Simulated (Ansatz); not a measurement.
## How many bands does the GW gap of ZnS2 (Pa-3) need?

How do accuracy and time trade against each other in G0W0 on ZnS2 (Pa-3)?

Calculated with Ansatz 0.2.0; G0W0 on LDA, plane waves, PAW.

## Step 1: The structure

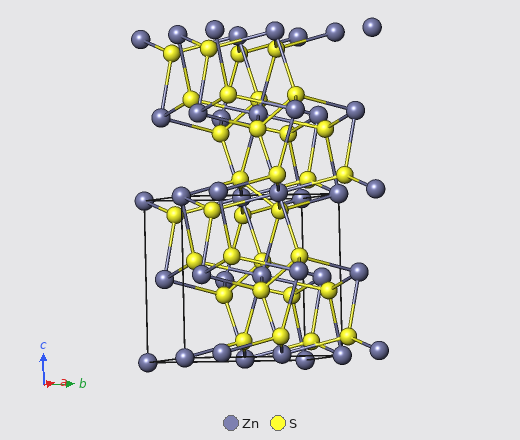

The cell as given, slightly off an axis (zinc blue, sulfur yellow). 2×1×2 cells are drawn. Bonds to atoms that aren't drawn are left out. Some periodic images of atoms are drawn too.

Structure file:

```cif
data_structure
_symmetry_space_group_name_H-M 'P 1'
_symmetry_Int_Tables_number 1
_cell_length_a 5.9454
_cell_length_b 5.9454
_cell_length_c 5.9454
_cell_angle_alpha 90.000
_cell_angle_beta 90.000
_cell_angle_gamma 90.000
_cell_volume 210.16
loop_
_atom_site_label
_atom_site_type_symbol
_atom_site_fract_x
_atom_site_fract_y
_atom_site_fract_z
_atom_site_occupancy
Zn1 Zn 0.50000 0.50000 0.00000 1
Zn2 Zn 0.50000 0.00000 0.50000 1
Zn3 Zn 0.00000 0.50000 0.50000 1
Zn4 Zn 0.00000 0.00000 0.00000 1
S5 S 0.10025 0.89975 0.39975 1
S6 S 0.89975 0.39975 0.10025 1
S7 S 0.39975 0.10025 0.89975 1
S8 S 0.60025 0.60025 0.60025 1
S9 S 0.89975 0.10025 0.60025 1
S10 S 0.10025 0.60025 0.89975 1
S11 S 0.60025 0.89975 0.10025 1
S12 S 0.39975 0.39975 0.39975 1
```

The cell and positions are those that the Materials Project relaxed with its own functionals (PBE, PBE+U or r2SCAN), kept fixed. The default PAW set here is soft_2. Its files were made with PBE.

## Step 2: 158 empty bands, screening to 48 eV

Now the one-shot GW correction: screening in the RPA, then the self-energy of the levels asked for.

input.yaml reads:

```yaml
crystal:
  lattice:
    - [5.94543046, 0.0, 0.0]
    - [0.0, 5.94543046, 0.0]
    - [0.0, 0.0, 5.94543046]
  atoms:
    - { symbol: Zn, position: [0.5, 0.5, 0.0] }
    - { symbol: Zn, position: [0.5, 0.0, 0.5] }
    - { symbol: Zn, position: [0.0, 0.5, 0.5] }
    - { symbol: Zn, position: [0.0, 0.0, 0.0] }
    - { symbol: S, position: [0.10024639, 0.89975361, 0.39975361] }
    - { symbol: S, position: [0.89975361, 0.39975361, 0.10024639] }
    - { symbol: S, position: [0.39975361, 0.10024639, 0.89975361] }
    - { symbol: S, position: [0.60024639, 0.60024639, 0.60024639] }
    - { symbol: S, position: [0.89975361, 0.10024639, 0.60024639] }
    - { symbol: S, position: [0.10024639, 0.60024639, 0.89975361] }
    - { symbol: S, position: [0.60024639, 0.89975361, 0.10024639] }
    - { symbol: S, position: [0.39975361, 0.39975361, 0.39975361] }
kpoints:
  mp_grid: { grid: [2, 2, 2] }
hamiltonian:
  xc: lda
scf:
  occupations: { method: fixed }
gw:
  n_empty_bands: 158
  ecut_chi: 48
  qp_bands: [v4, c4]
  qp_kpoints: band_edges
  screening: { model: contour_deformation }
```

The run is started by

```sh
ansatz run input.yaml --threads 24 --pin off --max-ram 82944MiB --backend cuda --events-out ev --progress --plain --runs-dir out --devices 1 --max-vram 78GiB
```

Numbers of over 12 decimals in the logs are rounded to 6 here.

What it wrote:

```text
GPUs: using 1 of 1 available (devices: 1).
Engine: ansatz 0.2.0, aarch64-unknown-linux-gnu
Pseudopotentials: kind: paw
Pseudopotential: Zn, paw, valence charge 12, recommended cutoff 420 eV (normal), Zn.paw.azcp
Pseudopotential: S, paw, valence charge 6, recommended cutoff 420 eV (normal), S.paw.azcp
Functional definition: SPW92
  exchange = slater_x
  correlation = pw_c
device memory: the entry about to start is reckoned to put 4.0 GiB on a device that reports 182.5 GiB free (of which the cap on the GPU budget leaves the run 78.0 GiB)
GPU FFT provider: cuFFT
GPU libraries: cuBLAS 13.8.1, cuFFT 12.4.0, cuSOLVER 12.3.2
GPU matrix products: emulated (plane waves: as basis.precision tells), large ones in fixed point in workspaces of 1.00 GiB
Crystal: 12 atoms, lattice volume = 210.160 Å³
Basis set: ecut = 420 eV, 4067 PW (Γ)
Bands: 60, of which v1, the nominal top of the filled ones, is band 48 counted from 1 (47 counted from 0)
Symmetry: 24 space group operations
Space group: Pa-3 (ITA 205), of the structure as read, at distance tolerance 5.9e-5 Å
k-points: 4 of 8
Non-local potential: Zn, projectors of the file, l = 0: 2, l = 1: 2, l = 2: 3, l = 3: 1
Non-local potential: S, projectors of the file, l = 0: 2, l = 1: 2, l = 2: 2
PAW form: soft (Blöchl's): semilocal exchange-correlation on the pseudo side does not see the compensation charge
PAW frozen core: Zn, regenerated for the run's functional, and the local potential with it (the file was generated under x = pbe(κ = 0.804, μ = 0.219515), c = pbe(β = 0.066725))
PAW frozen core: S, regenerated for the run's functional, and the local potential with it (the file was generated under x = pbe(κ = 0.804, μ = 0.219515), c = pbe(β = 0.066725))
PAW one-centre angular grid: Zn, 590 points (default); XC on 64 Gauss nodes
PAW one-centre angular grid: S, 110 points (default); XC on 64 Gauss nodes
Initial density: superposition of atomic densities (neutral atoms: chi_scale 0, normalization atom), corrected by the library's trained network
Initial wavefunctions: pseudopotential atomic-orbital guess
GPU buffer pool allocated for 64000 grid points (all kernels)
GPU transforms: local potential and band sums: pruned to the plane-wave sphere, on 40×40×40
Functional: x = slater, c = lda
SCF iter   1: F=—  HF=-19946.332267 eV  |F-HF|=—  |Δ(HF+E_count)|=         —  Δρ=6.79e-3  dr2=8.00e-2  ethr=1.77e-3  ⟨swp⟩=5.2  Hψ=939  notcnv=0  defer=34
preconditioner: auto → Resta (q_TF=auto, 2.394 Å⁻¹)  ε∞=7.1  [insulator: Δε(μ)=1.618 eV  Ē_g=10.195 eV  n_scr=56 (ndim 8)  ℏωp=25.1 eV  f_vac=0.000  ε∞_Penn≈7.1]
SCF iter   2: F=—  HF=-19946.312530 eV  |F-HF|=—  |Δ(HF+E_count)|=   1.97e-2  Δρ=3.30e-3  dr2=2.21e-2  ethr=8.33e-5  ⟨swp⟩=3.0  Hψ=464  notcnv=0  defer=36
SCF iter   3: F=—  HF=-19946.308380 eV  |F-HF|=—  |Δ(HF+E_count)|=   4.15e-3  Δρ=2.00e-3  dr2=4.01e-3  ethr=2.30e-5  ⟨swp⟩=2.5  Hψ=394  notcnv=0  defer=36
SCF iter   4: F=—  HF=-19946.305828 eV  |F-HF|=—  |Δ(HF+E_count)|=   2.55e-3  Δρ=3.45e-4  dr2=1.47e-4  ethr=4.18e-6  ⟨swp⟩=2.0  Hψ=389  notcnv=0  defer=33
SCF iter   5: F=—  HF=-19946.305835 eV  |F-HF|=—  |Δ(HF+E_count)|=   7.35e-6  Δρ=5.41e-5  dr2=6.53e-6  ethr=1.53e-7  ⟨swp⟩=2.8  Hψ=417  notcnv=0  defer=23
SCF iter   6: F=—  HF=-19946.305837 eV  |F-HF|=—  |Δ(HF+E_count)|=   1.05e-6  Δρ=1.81e-5  dr2=7.22e-7  ethr=6.80e-9  ⟨swp⟩=2.0  Hψ=393  notcnv=0  defer=23
SCF iter   7: F=-19946.305837 eV  HF=-19946.305837 eV  |F-HF|=1.80e-9  |Δ(HF+E_count)|=   1.91e-7  Δρ=2.95e-6  dr2=1.77e-8  ethr=1.04e-10  ⟨swp⟩=11.8  Hψ=931  notcnv=0
SCF 1 converged in 7 iterations: F = -19946.305837 eV  dr2 = 1.77e-8
  greatest PAW one-centre occupation: 0.989 electrons in one spin orbital (limit 2), on the Zn atom at site 2 (counted from 0), in its partial waves of l = 2
device memory: the entry about to start is reckoned to put 5.0 GiB (of the 5.1 GiB reckoned in all, the device holds 0.1 GiB already) on a device that reports 182.4 GiB free (of which the cap on the GPU budget leaves the run 77.9 GiB)
NSCF: frozen V_eff on 4 k-points
the band table was solved once the SCF had ended and its energy, with any forces and stress, was formed, with the checks that follow a solve (881 applications of the Hamiltonian). They found nothing against the state; the energy, forces and stress were not computed again (output.eigenvalues in the input reference)
device memory: the entry about to start is reckoned to put 5.4 GiB on a device that reports 182.5 GiB free (of which the cap on the GPU budget leaves the run 78.0 GiB)
NSCF: frozen V_eff on 4 k-points
G₀W₀ screening: q 1/4
[... further progress lines ...]
SCF converged after 7 iterations
Free energy (F): -19946.305837 eV
Harris-Foulkes:  -19946.305837 eV  (|F-HF|=1.80e-9)
Internal energy: -19946.305837 eV  (E = F + TS)
E sigma→0 (E₀):  -19946.305837 eV
Fermi energy:    7.937155 eV
--- Per-component energies (eV) ---
  E_band       = 116.685207
  E_kinetic    = 1383.925104
  E_local      = -8192.238953  (includes V_loc(G=0)·N_el)
  E_nonlocal   = 2712.152437
  E_hartree    = 3389.050882
  E_xc         = -1309.804059
  E_vxc        = -913.452817  (∫ρ·V_xc dr)
  E_paw        = -11584.323699  (= ΣΔE_a)
  E_vpaw       = -1651.799791  (= ΣTr[D̂ρ^β])
  E_aug_tail   = -0.001438  (compensation charges beyond the density's cutoff)
  E_ewald      = -6352.520257
  E_core_change = 7.454146  (= ΣΔE_core)
  E_smearing   = -0.000000  (= −TS)
  E_closure    = 0.000000  (closes the sum)
  Σ components = -19946.305837   (vs F -19946.305837, Δ=0.00e0)
--- Band table (eV) ---
  k-point 0: bands = [... 44 lower, 7.2139, 7.2139, 7.9372, 7.9372, 9.5717, 10.0776, 10.7091, 10.7091, ... 8 higher]
  k-point 1: bands = [... 44 lower, 6.1030, 6.1030, 7.7150, 7.7150, 9.7446, 9.7446, 9.8002, 9.8002, ... 8 higher]
  k-point 2: bands = [... 44 lower, 6.2640, 6.2640, 6.2640, 6.2640, 9.6002, 9.6002, 9.6002, 9.6002, ... 8 higher]
  k-point 3: bands = [... 44 lower, 5.5703, 5.5703, 5.5703, 5.5703, 9.7672, 9.7672, 9.7672, 9.7672, ... 8 higher]
--- G₀W₀: contour deformation, 6 samples at zero and on the imaginary axis and 1 off it, 8 q-points, 158 empty bands' worth ---
  eigenvalues of the whole cell's RPA ε∞ on this k-mesh (on a slab, of 1 + 4πα/V) = 9.7222, 9.7222, 9.7222; static W/v taken at q = 0 is 0.102857
  bands read: the sum over 206 bands ends inside a degenerate multiplet in 3 slots, whose members it reads at an even weight; the widest, k=2: bands 205 to 208 (counted from 1) at 2/4 each
  gw.qp_kpoints: band_edges: 4 of 4 stored k-points solved, in 1 pass; an edge of the gap read off the rows below is read off those points alone
    ik  band        ε_KS         Σx   Σc(E_QP)       V_xc       Z   E_QP_lin       E_QP  E_QP is
     0    45      7.2139   -21.1991     2.7269   -18.3129  0.7594     7.0542     7.0546  root
     0    46      7.2139   -21.1991     2.7269   -18.3129  0.7594     7.0542     7.0546  root
     0    47      7.9372   -21.7102     2.6839   -18.9695  0.7629     7.8804     7.8804  root
     0    48      7.9372   -21.7102     2.6839   -18.9695  0.7629     7.8804     7.8804  root
     0    49      9.5717    -8.6448    -4.1888   -13.8342  0.7624    10.5950    10.5723  root
     0    50     10.0776   -10.7043    -4.1965   -16.1628  0.7762    11.3772    11.3396  root
     0    51     10.7091   -10.2869    -4.5574   -15.9788  0.7365    11.8651    11.8436  root
     0    52     10.7091   -10.2869    -4.5574   -15.9788  0.7365    11.8651    11.8436  root
     1    45      6.1030   -20.5287     2.9555   -17.4775  0.7538     6.0078     6.0073  root
     1    46      6.1030   -20.5287     2.9555   -17.4775  0.7538     6.0078     6.0073  root
     1    47      7.7150   -20.9845     2.5990   -18.3555  0.7622     7.6850     7.6850  root
     1    48      7.7150   -20.9845     2.5990   -18.3555  0.7622     7.6850     7.6850  root
     1    49      9.7446   -10.1632    -4.0697   -15.2373  0.7668    10.7714    10.7489  root
     1    50      9.7446   -10.1632    -4.0697   -15.2373  0.7668    10.7714    10.7489  root
     1    51      9.8002    -9.7946    -4.0784   -14.8514  0.7651    10.8008    10.7786  root
     1    52      9.8002    -9.7946    -4.0784   -14.8514  0.7651    10.8008    10.7786  root
     2    45      6.2640   -20.4540     2.8951   -17.4656  0.7459     6.1704     6.1707  root
     2    46      6.2640   -20.4540     2.8951   -17.4656  0.7459     6.1704     6.1707  root
     2    47      6.2640   -20.4540     2.8951   -17.4656  0.7459     6.1704     6.1707  root
     2    48      6.2640   -20.4540     2.8951   -17.4656  0.7459     6.1704     6.1707  root
     2    49      9.6002    -9.7819    -3.9959   -14.7880  0.7716    10.6313    10.6105  root
     2    50      9.6002    -9.7819    -3.9959   -14.7880  0.7716    10.6313    10.6105  root
     2    51      9.6002    -9.7819    -3.9959   -14.7880  0.7716    10.6313    10.6105  root
     2    52      9.6002    -9.7819    -3.9959   -14.7880  0.7716    10.6313    10.6105  root
     3    45      5.5703   -17.4504     2.8736   -14.5785  0.7448     5.5720     5.5720  root
     3    46      5.5703   -17.4504     2.8736   -14.5785  0.7448     5.5720     5.5720  root
     3    47      5.5703   -17.4504     2.8736   -14.5785  0.7448     5.5720     5.5720  root
     3    48      5.5703   -17.4504     2.8736   -14.5785  0.7448     5.5720     5.5720  root
     3    49      9.7672    -9.5993    -3.9799   -14.6200  0.7746    10.8304    10.8080  root
     3    50      9.7672    -9.5993    -3.9799   -14.6200  0.7746    10.8304    10.8080  root
     3    51      9.7672    -9.5993    -3.9799   -14.6200  0.7746    10.8304    10.8080  root
     3    52      9.7672    -9.5993    -3.9799   -14.6200  0.7746    10.8304    10.8080  root
```

The job ended after 1.6 s (1 × NVIDIA GB200 (shared by 2 runs) with 24 threads of Arm Neoverse V2, shared host; peak memory 1.2 GiB; 3.7 s of CPU time).

Reading the cycles: dr2 is the Hartree energy of the density residual (eV), the measure of convergence; HF is the Harris–Foulkes estimate of the energy, which meets the free energy F at convergence.

This step gave:

```
bands summed                                 : 206
RPA ε∞ on this mesh (eigenvalues)            : 9.722, 9.722, 9.722
plane waves in the screening matrix          : 171
q-points in the mesh                         : 8
G0W0 gap on the mesh                         : 2.692 eV
k of the valence top                         : 0, 0, 0
k of the conduction bottom                   : 0, 0, 0
starting gap on the mesh                     : 1.635 eV
Z at the valence top                         : 0.7629
Z at the conduction bottom                   : 0.7624
least direct G0W0 gap on the computed points : 2.692 eV
```

The gap on the mesh goes from 1.63 eV to 2.69 eV, a correction of +1.06 eV. Between the two edge states, bare exchange in place of the xc potential would open the gap by 7.93 eV, and correlation takes back 6.87 eV.

## Step 3: 448 empty bands, screening to 96 eV

Bands and screening cutoff are moved together, since each hides the error of the other.

Changes to input.yaml since step 2:

```diff
@@ -25,4 +25,4 @@
 gw:
-  n_empty_bands: 158
-  ecut_chi: 48
+  n_empty_bands: 448
+  ecut_chi: 96
   qp_bands: [v4, c4]
```

What it wrote:

```text
GPUs: using 1 of 1 available (devices: 1).
[...]
GPU FFT provider: cuFFT
GPU libraries: cuBLAS 13.8.1, cuFFT 12.4.0, cuSOLVER 12.3.2
[...]
Crystal: 12 atoms, lattice volume = 210.160 Å³
Basis set: ecut = 420 eV, 4067 PW (Γ)
Bands: 60, of which v1, the nominal top of the filled ones, is band 48 counted from 1 (47 counted from 0)
Symmetry: 24 space group operations
[...]
k-points: 4 of 8
[...]
GPU buffer pool allocated for 64000 grid points (all kernels)
[...]
SCF iter   1: F=—  HF=-19946.332267 eV  |F-HF|=—  |Δ(HF+E_count)|=         —  Δρ=6.79e-3  dr2=8.00e-2  ethr=1.77e-3  ⟨swp⟩=5.2  Hψ=939  notcnv=0  defer=34
[...]
SCF iter   7: F=-19946.305837 eV  HF=-19946.305837 eV  |F-HF|=1.80e-9  |Δ(HF+E_count)|=   1.91e-7  Δρ=2.95e-6  dr2=1.77e-8  ethr=1.04e-10  ⟨swp⟩=11.8  Hψ=931  notcnv=0
SCF 1 converged in 7 iterations: F = -19946.305837 eV  dr2 = 1.77e-8
[...]
NSCF: frozen V_eff on 4 k-points
[...]
G₀W₀ screening: q 1/4
[... further progress lines ...]
SCF converged after 7 iterations
Free energy (F): -19946.305837 eV
[...]
Internal energy: -19946.305837 eV  (E = F + TS)
E sigma→0 (E₀):  -19946.305837 eV
Fermi energy:    7.937155 eV
[...]
--- Band table (eV) ---
  k-point 0: bands = [... 44 lower, 7.2139, 7.2139, 7.9372, 7.9372, 9.5717, 10.0776, 10.7091, 10.7091, ... 8 higher]
  k-point 1: bands = [... 44 lower, 6.1030, 6.1030, 7.7150, 7.7150, 9.7446, 9.7446, 9.8002, 9.8002, ... 8 higher]
  k-point 2: bands = [... 44 lower, 6.2640, 6.2640, 6.2640, 6.2640, 9.6002, 9.6002, 9.6002, 9.6002, ... 8 higher]
  k-point 3: bands = [... 44 lower, 5.5703, 5.5703, 5.5703, 5.5703, 9.7672, 9.7672, 9.7672, 9.7672, ... 8 higher]
[...]
0    45      7.2139   -21.1991     2.4942   -18.3129  0.7523     6.8192     6.8219  root
     0    46      7.2139   -21.1991     2.4942   -18.3129  0.7523     6.8192     6.8219  root
     0    47      7.9372   -21.7102     2.3941   -18.9695  0.7548     7.5888     7.5905  root
     0    48      7.9372   -21.7102     2.3941   -18.9695  0.7548     7.5888     7.5905  root
     0    49      9.5717    -8.6448    -4.4928   -13.8342  0.7569    10.2779    10.2682  root
     0    50     10.0776   -10.7043    -4.6234   -16.1628  0.7713    10.9251    10.9126  root
     0    51     10.7091   -10.2869    -4.9189   -15.9788  0.7296    11.4919    11.4820  root
     0    52     10.7091   -10.2869    -4.9189   -15.9788  0.7296    11.4919    11.4820  root
[...]
3    49      9.7672    -9.5993    -4.3096   -14.6200  0.7705    10.4873    10.4783  root
     3    50      9.7672    -9.5993    -4.3096   -14.6200  0.7705    10.4873    10.4783  root
     3    51      9.7672    -9.5993    -4.3096   -14.6200  0.7705    10.4873    10.4783  root
     3    52      9.7672    -9.5993    -4.3096   -14.6200  0.7705    10.4873    10.4783  root
```

The job ended after 3.2 s (1 × NVIDIA GB200 (shared by 2 runs) with 24 threads; peak memory 1.5 GiB).

This step gave:

```yaml
bands_summed: 496
rpa_eps_infinity_on_this_mesh_eigenvalues: 9.657, 9.657, 9.657
plane_waves_in_the_screening_matrix: 461
q_points_in_the_mesh: 8
g0w0_gap_on_the_mesh: 2.678 eV
k_of_the_valence_top: 0, 0, 0
k_of_the_conduction_bottom: 0, 0, 0
starting_gap_on_the_mesh: 1.635 eV
z_at_the_valence_top: 0.7548
z_at_the_conduction_bottom: 0.7569
least_direct_g0w0_gap_on_the_computed_points: 2.678 eV
```

Against the run with 2×2×2 mesh, 158 empty bands, screening to 48 eV, the gap moves by −0.014 eV.

## Step 4: 965 empty bands, screening to 160 eV

Changes to input.yaml since step 3:

```diff
@@ -25,4 +25,4 @@
 gw:
-  n_empty_bands: 448
-  ecut_chi: 96
+  n_empty_bands: 965
+  ecut_chi: 160.0
   qp_bands: [v4, c4]
```

What it wrote:

```text
GPUs: using 1 of 1 available (devices: 1).
[...]
GPU FFT provider: cuFFT
GPU libraries: cuBLAS 13.8.1, cuFFT 12.4.0, cuSOLVER 12.3.2
[...]
Crystal: 12 atoms, lattice volume = 210.160 Å³
Basis set: ecut = 420 eV, 4067 PW (Γ)
Bands: 60, of which v1, the nominal top of the filled ones, is band 48 counted from 1 (47 counted from 0)
Symmetry: 24 space group operations
[...]
k-points: 4 of 8
[...]
0    52     10.7091   -10.2869    -5.1391   -15.9788  0.7280    11.2772    11.2619  root
[...]
3    49      9.7672    -9.5993    -4.4976   -14.6200  0.7697    10.2948    10.2902  root
     3    50      9.7672    -9.5993    -4.4976   -14.6200  0.7697    10.2948    10.2902  root
     3    51      9.7672    -9.5993    -4.4976   -14.6200  0.7697    10.2948    10.2902  root
     3    52      9.7672    -9.5993    -4.4976   -14.6200  0.7697    10.2948    10.2902  root
[key lines of the parts left out:]
SCF converged after 7 iterations
Free energy (F): -19946.305837 eV
Fermi energy:    7.937155 eV
```

It took 4.6 s on 1 × NVIDIA GB200 (shared by 2 runs) with 24 threads; peak memory 2.1 GiB; 12 s of CPU time.

Numbers from this step:

```
bands summed                                 : 1013
RPA ε∞ on this mesh (eigenvalues)            : 9.640, 9.640, 9.640
plane waves in the screening matrix          : 949
G0W0 gap on the mesh                         : 2.711 eV
k of the valence top                         : 0, 0, 0
k of the conduction bottom                   : 0, -0.5, -0.5
starting gap on the mesh                     : 1.635 eV
least direct G0W0 gap on the computed points : 2.718 eV
```

Against the run with 2×2×2 mesh, 448 empty bands, screening to 96 eV, the gap moves by +0.03 eV.

(Continued in part 2 of 2.)

[Paths, hosts, dates, memory and timing lines, banners, echoed tables and standing remarks are left out of the program output.]

[Logs are printed without paths, hosts, clocks, repeated set-up lines and the standing remarks that a program may print on its own settings, such as how far it seeks lower states.]

[Runs of the session that timed out or met a known fault of the program may be left out.]

[Cells called generated may have been cut or substituted from an entry of the Crystallography Open Database or the Materials Project.]

[Hosts, paths, dates, database ids (printed as entryN), source tags and the programs' standing remarks are cut or masked in the printed files.]
